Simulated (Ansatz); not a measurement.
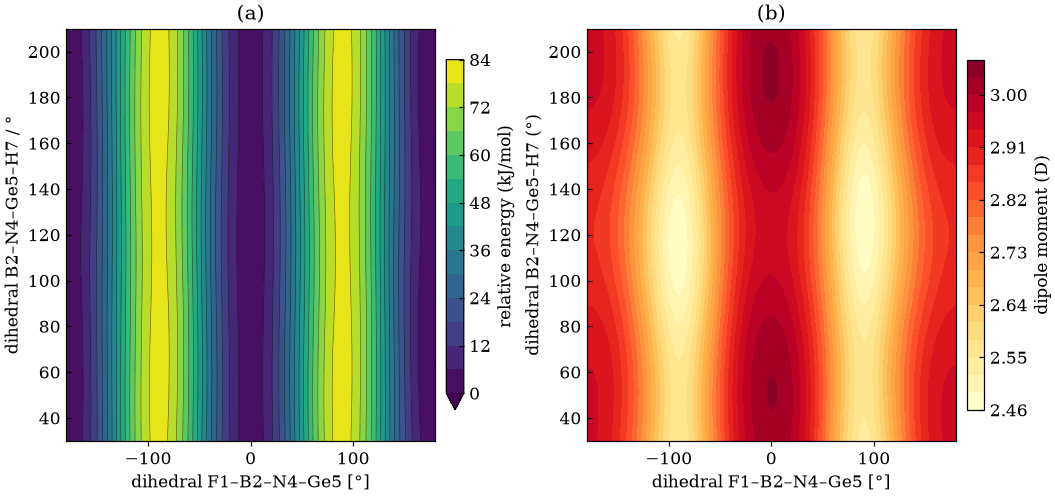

BBrFGeH₄N, SMILES FB(Br)[NH][GeH3]. The first coordinate is: dihedral F1–B2–N4–Ge5; the second: dihedral B2–N4–Ge5–H7. Nothing is relaxed (all other coordinates rigid). Grid: 12 × 13 points. Points are written as (first, second). Energies are in kJ/mol, from the lowest grid point. Method: RKS PBE0-D4/def2-SVP (Ansatz 0.2.0).

Panel (a) is the energy; panel (b) is the computed dipole moment, in D.

Drawn: filled contours. Between grid points the surface is interpolated.

How does the dipole moment vary over the map, and what is it at the lowest grid point?

Answer. Leaving out the highest fifth of the energies, it runs from 2.62 D at (120°, 120°) to 3.03 D at (0°, 195°). At the lowest grid point, (−180°, 60°), it is 2.94 D.

| dihedral B2–N4–Ge5–H7 ↓, dihedral F1–B2–N4–Ge5 → | −180 | −150 | −120 | −90 | −60 | −30 | 0 | 30 | 60 | 90 | 120 | 150 |
| --- | --- | --- | --- | --- | --- | --- | --- | --- | --- | --- | --- | --- |
| 210 | 2.95 | 2.90 | 2.71 | 2.54 | 2.73 | 2.96 | 3.03 | 2.95 | 2.73 | 2.56 | 2.71 | 2.89 |
| 195 | 2.95 | 2.90 | 2.72 | 2.56 | 2.73 | 2.96 | 3.03 | 2.96 | 2.74 | 2.57 | 2.72 | 2.90 |
| 180 | 2.94 | 2.90 | 2.72 | 2.56 | 2.73 | 2.96 | 3.03 | 2.96 | 2.73 | 2.56 | 2.72 | 2.90 |
| 165 | 2.93 | 2.88 | 2.70 | 2.55 | 2.72 | 2.94 | 3.02 | 2.94 | 2.71 | 2.53 | 2.69 | 2.88 |
| 150 | 2.91 | 2.85 | 2.67 | 2.52 | 2.70 | 2.91 | 2.99 | 2.92 | 2.68 | 2.49 | 2.66 | 2.85 |
| 135 | 2.89 | 2.83 | 2.64 | 2.48 | 2.67 | 2.89 | 2.97 | 2.90 | 2.66 | 2.47 | 2.63 | 2.83 |
| 120 | 2.88 | 2.82 | 2.62 | 2.46 | 2.66 | 2.89 | 2.96 | 2.89 | 2.66 | 2.47 | 2.62 | 2.82 |
| 105 | 2.89 | 2.83 | 2.63 | 2.47 | 2.66 | 2.90 | 2.97 | 2.89 | 2.67 | 2.49 | 2.64 | 2.83 |
| 90 | 2.91 | 2.86 | 2.66 | 2.50 | 2.68 | 2.92 | 2.99 | 2.92 | 2.70 | 2.52 | 2.67 | 2.85 |
| 75 | 2.93 | 2.88 | 2.69 | 2.53 | 2.71 | 2.94 | 3.02 | 2.94 | 2.72 | 2.55 | 2.70 | 2.88 |
| 60 | 2.94 | 2.89 | 2.72 | 2.56 | 2.73 | 2.95 | 3.03 | 2.96 | 2.73 | 2.56 | 2.72 | 2.90 |
| 45 | 2.95 | 2.89 | 2.72 | 2.56 | 2.73 | 2.95 | 3.03 | 2.96 | 2.73 | 2.55 | 2.71 | 2.90 |
| 30 | 2.95 | 2.89 | 2.71 | 2.55 | 2.73 | 2.94 | 3.02 | 2.95 | 2.72 | 2.54 | 2.70 | 2.89 |
